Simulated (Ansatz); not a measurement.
HfNH₅O₂F₂: geometry relaxation (part 2 of 2)

The same run, continued: HfNH₅O₂F₂; RKS PBE0-D4/def2-SVP (Ansatz 0.2.0). It belongs to a series of runs on one base structure; here: end point B relaxed.

Geometry of the input (Å):
```
Hf 0.1678  -0.4856  -0.5732
N  0.3911  0.1898  2.7435
H  -0.3862  0.3901  3.3705
H  1.2450  0.4832  3.2147
F  1.8157  0.4994  -0.6276
O  -1.3911  0.6252  -0.4700
H  -2.0662  1.2318  -0.1737
F  0.0594  -1.3497  -2.2753
O  0.2349  -2.0132  0.7591
H  0.2056  -2.9653  0.6369
H  0.4344  -0.8412  2.6250
```

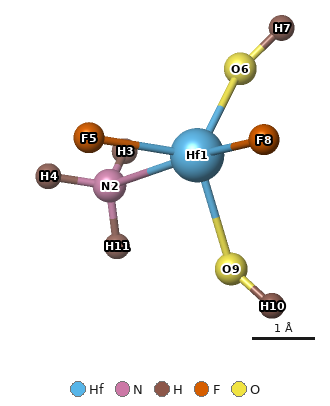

Fig. 1: The geometry at step 11 of the log (ball-and-stick view, seen at a tilt; atoms are numbered from 1 in the order of the input).

Trajectory as extended XYZ, continued:
```
11
Properties=species:S:1:pos:R:3:forces:R:3 step=5 energy=-12394.97001
Hf    0.2183   -0.4523   -0.1522   -0.0825   0.1822   0.3628
N     0.3572    0.0663    2.2369   -0.1038  -0.0335   0.6517
H    -0.4510    0.5375    2.6686    0.2746  -0.2599  -0.2895
H     1.1780    0.5803    2.5735   -0.0645  -0.1506  -0.1859
F     1.9008    0.5182   -0.1779   -0.1327  -0.1050  -0.0100
O    -1.3841    0.6497   -0.0914    0.0520  -0.0287   0.0115
H    -2.1007    1.2472    0.1227    0.1181  -0.1607  -0.1313
F     0.2064   -1.2245   -1.9194   -0.0137   0.0342  -0.0804
O     0.2152   -2.1819    0.8217   -0.0360  -0.0693  -0.0716
H     0.1691   -3.0897    0.5090    0.0032   0.0998  -0.0480
H     0.4013   -0.8864    2.6384   -0.0145   0.4916  -0.2093
11
Properties=species:S:1:pos:R:3:forces:R:3 step=6 energy=-12395.00224
Hf    0.2018   -0.4822   -0.0675   -0.0670  -0.0087  -0.5688
N     0.4047    0.0931    2.3024    0.1409  -0.0581  -0.3298
H    -0.4090    0.5887    2.6492   -0.1227   0.1529   0.1283
H     1.2374    0.6399    2.5214   -0.0465   0.0197  -0.0044
F     1.8867    0.4633   -0.1148    0.1886   0.0887   0.1234
O    -1.3999    0.6027   -0.0629    0.0991  -0.0497   0.2066
H    -2.1663    1.1620   -0.0140   -0.1755   0.0654  -0.0843
F     0.2389   -1.0723   -1.9158   -0.0215   0.0330   0.2418
O     0.1527   -2.2713    0.7463   -0.0504  -0.6088  -0.0628
H     0.0979   -3.1698    0.3844    0.0277   0.5502   0.2169
H     0.4655   -0.7896    2.8012    0.0271  -0.1845   0.1332
11
Properties=species:S:1:pos:R:3:forces:R:3 step=7 energy=-12395.03705
Hf    0.1948   -0.4553   -0.0799    0.0894   0.0031   0.3029
N     0.4238    0.0744    2.2984    0.0295  -0.0110  -0.0599
H    -0.3567    0.5898    2.7021   -0.0461  -0.0039  -0.0334
H     1.2708    0.6076    2.4914    0.0428  -0.0082  -0.0011
F     1.8975    0.4832   -0.0683   -0.0327   0.0034   0.0087
O    -1.4229    0.6098    0.0349   -0.1260   0.0997  -0.1100
H    -2.2207    1.0865   -0.1911    0.1005  -0.0906   0.0088
F     0.2536   -1.0604   -1.9091   -0.0650  -0.0001  -0.0889
O     0.1170   -2.2370    0.7649    0.0167   0.1574   0.0377
H     0.0606   -3.1178    0.3955   -0.0181  -0.1396  -0.0668
H     0.4926   -0.8164    2.7910    0.0090  -0.0103   0.0019
11
Properties=species:S:1:pos:R:3:forces:R:3 step=8 energy=-12395.04330
Hf    0.2049   -0.4565   -0.0500    0.0214   0.1176   0.0236
N     0.4371    0.0724    2.3125   -0.0186  -0.0234  -0.0302
H    -0.3664    0.5799    2.6823    0.0223   0.0036   0.0027
H     1.2740    0.6164    2.5222   -0.0105  -0.0006  -0.0039
F     1.9045    0.4836   -0.0820   -0.0187   0.0009   0.0309
O    -1.4105    0.6260    0.0387    0.1243  -0.0752   0.0550
H    -2.2128    1.0502   -0.2537   -0.0615   0.0079  -0.0398
F     0.1878   -1.0506   -1.8865   -0.0246  -0.0283  -0.0104
O     0.1617   -2.2485    0.7837   -0.0563  -0.0079  -0.0694
H     0.0280   -3.0946    0.3478    0.0149  -0.0034   0.0497
H     0.5021   -0.8139    2.8148    0.0073   0.0088  -0.0081
11
Properties=species:S:1:pos:R:3:forces:R:3 step=9 energy=-12395.04311 accepted=F
Hf    0.2053   -0.4440   -0.0464    0.0160  -0.0472   0.0713
N     0.4465    0.0678    2.3082   -0.0301   0.0028   0.0613
H    -0.3475    0.5833    2.6887    0.0248  -0.0216  -0.0029
H     1.2901    0.6048    2.5104   -0.0112  -0.0127  -0.0114
F     1.9041    0.5008   -0.0488   -0.0002   0.0052  -0.0311
O    -1.4166    0.6251    0.0509   -0.4872   0.2726  -0.1992
H    -2.2241    1.0242   -0.2987    0.4991  -0.2696   0.2078
F     0.1824   -1.0429   -1.8812    0.0046  -0.0010  -0.0441
O     0.1376   -2.2390    0.7810   -0.0133  -0.0090  -0.0715
H     0.0229   -3.0946    0.3580    0.0032   0.0428   0.0427
H     0.5097   -0.8210    2.8078   -0.0056   0.0379  -0.0227
11
Properties=species:S:1:pos:R:3:forces:R:3 step=10 energy=-12395.04618
Hf    0.2083   -0.4509   -0.0488    0.0029   0.0458   0.0083
N     0.4399    0.0716    2.3110   -0.0061  -0.0117  -0.0148
H    -0.3612    0.5808    2.6833    0.0128   0.0016   0.0034
H     1.2784    0.6144    2.5176   -0.0088  -0.0021  -0.0004
F     1.9083    0.4894   -0.0710   -0.0055   0.0039   0.0158
O    -1.4087    0.6277    0.0471    0.0460  -0.0186   0.0260
H    -2.2153    1.0289   -0.2694   -0.0079  -0.0171  -0.0170
F     0.1844   -1.0395   -1.8880   -0.0134  -0.0109   0.0012
O     0.1506   -2.2446    0.7782   -0.0321  -0.0024  -0.0531
H     0.0201   -3.0983    0.3575    0.0087   0.0033   0.0350
H     0.5053   -0.8151    2.8124    0.0033   0.0083  -0.0044
11
Properties=species:S:1:pos:R:3:forces:R:3 step=11 energy=-12395.05017
Hf    0.2192   -0.4467   -0.0470    0.0179   0.0041   0.0034
N     0.4455    0.0760    2.3120    0.0022   0.0038   0.0192
H    -0.3630    0.5837    2.6706    0.0030  -0.0011  -0.0061
H     1.2763    0.6306    2.5182   -0.0050  -0.0032  -0.0082
F     1.9307    0.4746   -0.0562    0.0045   0.0034   0.0033
O    -1.3898    0.6477    0.0877   -0.0238   0.0097   0.0043
H    -2.2068    0.9482   -0.3085    0.0142  -0.0087  -0.0024
F     0.1530   -0.9727   -1.9038   -0.0074   0.0003  -0.0090
O     0.1331   -2.2483    0.7404   -0.0027  -0.0163   0.0030
H    -0.0042   -3.1288    0.3857   -0.0017   0.0046   0.0008
H     0.5165   -0.7999    2.8309   -0.0011   0.0034  -0.0083
11
Properties=species:S:1:pos:R:3:forces:R:3 step=12 energy=-12395.04887 accepted=F
Hf    0.2294   -0.4450   -0.0431   -0.0125  -0.0317  -0.0399
N     0.4462    0.0802    2.3148    0.0108   0.0090   0.0116
H    -0.3653    0.5887    2.6663    0.0094  -0.0107  -0.0145
H     1.2748    0.6412    2.5135   -0.0086  -0.0079   0.0063
F     1.9477    0.4646   -0.0453    0.0060  -0.0002   0.0012
O    -1.3766    0.6586    0.1129   -0.3754   0.1042  -0.1784
H    -2.1987    0.8928   -0.3346    0.3599  -0.0958   0.1836
F     0.1262   -0.9314   -1.9109    0.0051   0.0128   0.0316
O     0.1298   -2.2532    0.7206   -0.0032  -0.0725  -0.0184
H    -0.0249   -3.1422    0.3932    0.0103   0.0789   0.0205
H     0.5217   -0.7900    2.8425   -0.0018   0.0139  -0.0038
11
Properties=species:S:1:pos:R:3:forces:R:3 step=13 energy=-12395.05049
Hf    0.2246   -0.4473   -0.0448   -0.0061  -0.0124  -0.0047
N     0.4483    0.0790    2.3126   -0.0100   0.0002   0.0073
H    -0.3644    0.5873    2.6609    0.0053  -0.0051   0.0022
H     1.2765    0.6373    2.5190   -0.0043  -0.0053  -0.0066
F     1.9384    0.4703   -0.0462    0.0066  -0.0010  -0.0143
O    -1.3855    0.6479    0.1011   -0.0798   0.0307  -0.0215
H    -2.2007    0.9246   -0.3196    0.0793  -0.0284   0.0302
F     0.1372   -0.9529   -1.9072    0.0074   0.0057   0.0067
O     0.1319   -2.2527    0.7315    0.0050  -0.0101  -0.0047
H    -0.0142   -3.1354    0.3861   -0.0010   0.0181   0.0045
H     0.5184   -0.7938    2.8365   -0.0023   0.0076   0.0009
11
Properties=species:S:1:pos:R:3:forces:R:3 step=14 energy=-12395.05019 accepted=F
Hf    0.2297   -0.4471   -0.0427   -0.0320  -0.0491  -0.0224
N     0.4419    0.0784    2.3147    0.0273   0.0155  -0.0045
H    -0.3667    0.5923    2.6645    0.0053  -0.0056  -0.0154
H     1.2732    0.6383    2.5036   -0.0037  -0.0023   0.0278
F     1.9469    0.4651   -0.0499   -0.0012   0.0027   0.0171
O    -1.3817    0.6470    0.1160   -0.1519   0.0573  -0.0716
H    -2.1928    0.9071   -0.3266    0.1430  -0.0433   0.0666
F     0.1310   -0.9353   -1.9098    0.0004   0.0069   0.0227
O     0.1345   -2.2551    0.7252    0.0066  -0.0159  -0.0179
H    -0.0222   -3.1385    0.3858    0.0043   0.0260   0.0067
H     0.5166   -0.7876    2.8490    0.0020   0.0078  -0.0091
11
Properties=species:S:1:pos:R:3:forces:R:3 step=15 energy=-12395.05079
Hf    0.2253   -0.4483   -0.0434    0.0004  -0.0079  -0.0096
N     0.4475    0.0794    2.3131   -0.0050   0.0007   0.0063
H    -0.3654    0.5892    2.6587    0.0020  -0.0024   0.0008
H     1.2757    0.6380    2.5184   -0.0015  -0.0026  -0.0028
F     1.9397    0.4683   -0.0486    0.0067   0.0004  -0.0074
O    -1.3854    0.6468    0.1095   -0.0608   0.0229  -0.0147
H    -2.1942    0.9194   -0.3254    0.0543  -0.0186   0.0207
F     0.1316   -0.9454   -1.9076    0.0027   0.0037   0.0042
O     0.1354   -2.2547    0.7291    0.0022  -0.0114  -0.0025
H    -0.0165   -3.1371    0.3858    0.0000   0.0112   0.0039
H     0.5167   -0.7913    2.8403   -0.0012   0.0039   0.0011
11
Properties=species:S:1:pos:R:3:forces:R:3 step=16 energy=-12395.05084
Hf    0.2254   -0.4536   -0.0445    0.0247   0.0319   0.1047
N     0.4482    0.0827    2.3210   -0.0082  -0.0121  -0.0451
H    -0.3665    0.5950    2.6590    0.0030  -0.0042  -0.0044
H     1.2748    0.6458    2.5205   -0.0015  -0.0003  -0.0020
F     1.9421    0.4612   -0.0520   -0.0243  -0.0155  -0.0026
O    -1.3891    0.6404    0.1288    0.0165  -0.0120   0.0022
H    -2.1748    0.9061   -0.3491   -0.0032   0.0022  -0.0023
F     0.1138   -0.9210   -1.9129   -0.0053  -0.0073  -0.0370
O     0.1406   -2.2641    0.7156    0.0019   0.0176  -0.0087
H    -0.0234   -3.1479    0.3829   -0.0001  -0.0052   0.0021
H     0.5195   -0.7802    2.8606   -0.0033   0.0047  -0.0070
11
Properties=species:S:1:pos:R:3:forces:R:3 step=17 energy=-12395.05129
Hf    0.2289   -0.4525   -0.0404    0.0067  -0.0019   0.0230
N     0.4466    0.0825    2.3166   -0.0016  -0.0031  -0.0102
H    -0.3697    0.5960    2.6484   -0.0010   0.0005  -0.0017
H     1.2728    0.6445    2.5206    0.0019   0.0018   0.0025
F     1.9464    0.4589   -0.0537   -0.0066  -0.0029   0.0024
O    -1.3863    0.6403    0.1384   -0.0269   0.0098  -0.0144
H    -2.1696    0.9015   -0.3478    0.0284  -0.0080   0.0161
F     0.1059   -0.9153   -1.9108   -0.0027  -0.0015  -0.0125
O     0.1458   -2.2640    0.7165   -0.0002   0.0032  -0.0067
H    -0.0234   -3.1474    0.3850    0.0021   0.0013   0.0041
H     0.5130   -0.7801    2.8571   -0.0001   0.0009  -0.0027
```

Summary:

| quantity | value |
| --- | --- |
| outcome | converged |
| total energy | −12395.0513 eV |
| mean-field energy | −12394.8835 eV |
| largest force (length of the vector) at the end | 0.034 eV/Å |
| hardware | 4 threads of Arm Neoverse V1, 24 GiB of memory available, shared host |
| wall time | 47 s (CPU time 3 min) |
| peak memory | 0.32 GiB |
